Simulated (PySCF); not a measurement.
# C3H9As, SMILES `[AsH3].C1CC1`: electronic structure

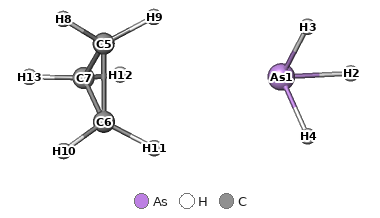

The molecule, with its atoms numbered as below. The pair's geometry is semi-empirical, so its contact may be too short or too long.

Cartesian coordinates (Å):

```
As1     -1.4153   -0.0009   -0.0509
H2      -2.8621   -0.0131   -0.4132
H3      -1.6841   -1.0263    1.0030
H4      -1.6900    1.0714    0.9536
C5       2.1770   -0.7464    0.4383
C6       2.1778    0.7489    0.4341
C7       2.2671   -0.0025   -0.8554
H8       3.0543   -1.2609    0.7996
H9       1.2468   -1.2522    0.6686
H10      3.0556    1.2645    0.7924
H11      1.2481    1.2568    0.6617
H12      1.3989   -0.0034   -1.5019
H13      3.2070   -0.0052   -1.3858
```

## 1. Bonding charge

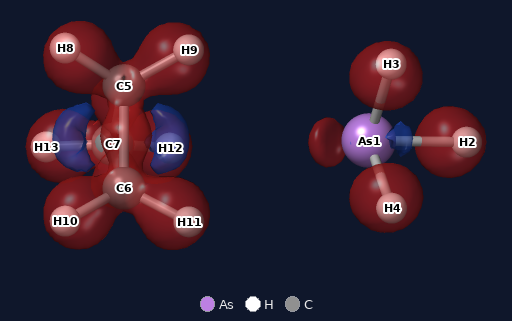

Deformation density (molecule less spherical, spin-averaged free atoms at the same positions), surfaces at ±0.12 e/Å³; red: gain, blue: loss.

Method: PBE0/def2-SVPD; geometry: GFN2-xTB; program: PySCF.

How much density has each bond gained at its critical point, relative to the free atoms?

Answer. C7–H12: +0.70 e/Å³ at the bond critical point (bond length 1.08 Å). C6–H10 and C5–H8: +0.70 e/Å³ at the bond critical point (bond length 1.08 Å). C7–H13: +0.70 e/Å³ at the bond critical point (bond length 1.08 Å). C5–H9 and C6–H11: +0.69 e/Å³ at the bond critical point (bond length 1.08 Å). C5–C7 and C6–C7: +0.32 e/Å³ at the bond critical point (bond length 1.50 Å). C5–C6: +0.32 e/Å³ at the bond critical point (bond length 1.50 Å). As1–H2: +0.24 e/Å³ at the bond critical point (bond length 1.49 Å). As1–H4 and As1–H3: +0.24 e/Å³ at the bond critical point (bond length 1.50 Å). In all, 2.6 electrons gather in the regions of gain relative to the promolecule.

Where do the Hirshfeld charges lie?

Answer. The highest Hirshfeld charge is on As1 (+0.14 e), the lowest on C5 and C6 (−0.09 e).

```tsv
atom	charge (e)
As1	+0.14
H2	−0.03
H3	−0.03
H4	−0.03
C5	−0.09
C6	−0.09
C7	−0.09
H8	+0.04
H9	+0.03
H10	+0.04
H11	+0.03
H12	+0.03
H13	+0.04
```

## 2. Bond critical points

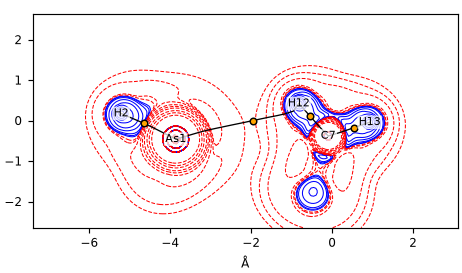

Negative Laplacian of the density (−∇²ρ) in the plane of As1, H2, C7, H12 and H13 (solid blue lines positive, dashed red lines negative, contours at ±0.02 to ±8 a.u.), with bond paths and bond critical points (dots).

At which bond critical points in this plane is charge locally concentrated, and at which depleted?

Answer. Concentrated (∇²ρ < 0): C7–H13 (−1.04 a.u.); C7–H12 (−1.04 a.u.); As1–H2 (−0.07 a.u.). Depleted (∇²ρ > 0): As1–H12 (+0.02 a.u., H = +0.001).

Where along C7–H12 does the critical point lie?

Answer. 0.68 Å from C7 and 0.40 Å from H12.

## 3. Local ionisation energy

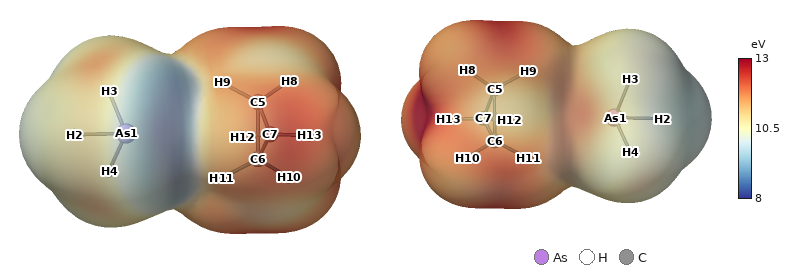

Average local ionisation energy on the surface of electron density 0.001 a.u. (back view left, front view right).

Where are the most loosely bound electrons on this surface?

Answer. The lowest value is 8.6 eV, about equally far (2.3 Å) from As1 and H12. Further minima include 9.3 eV, near H3 (1.92 Å), H2 (1.99 Å) and H4 (2.02 Å), over As1 (2.4 Å); 10.5 eV, off the C5–C7 bond (2.1 Å from its atoms), and at like points elsewhere; 11.5 eV, 1.4 Å from H13. For comparison, the highest occupied orbital lies at −8.0 eV.

## 4. Weak contacts

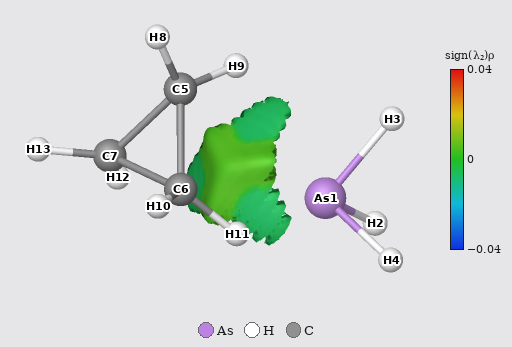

Non-covalent interaction surfaces between the fragments (reduced density gradient s = 0.5, coloured by sign(λ₂)ρ in a.u.; trimmed to the region between the fragments where ρ is under 0.06 a.u.). Fragment A: AsH3 (atoms 1–4); fragment B: H6C3.

Which interactions hold the two fragments together?

Answer. Bond critical points between the fragments: As1···H9, weak C–H hydrogen bond, 3.03 Å, ρ = 0.007 a.u.; As1···H11, weak C–H hydrogen bond, 3.03 Å, ρ = 0.007 a.u.; As1···H12, 3.17 Å, ρ = 0.006 a.u. All are weak and appear green, as weak hydrogen bonds do. Several contacts close a ring, whose ring point adds a part with positive λ₂ between them. The pose is a local one from a semi-empirical search, not shown to be the most stable.

How strongly are they bound?

Answer. The counterpoise-corrected interaction energy of the frozen fragments is +0.4 kcal/mol without dispersion correction and −1.2 kcal/mol with D3(BJ). The pair geometry is semi-empirical, not a minimum at this level.

The PySCF runs shown took 23 s and 51 s on 1 thread of Arm Neoverse V2 (shared host).
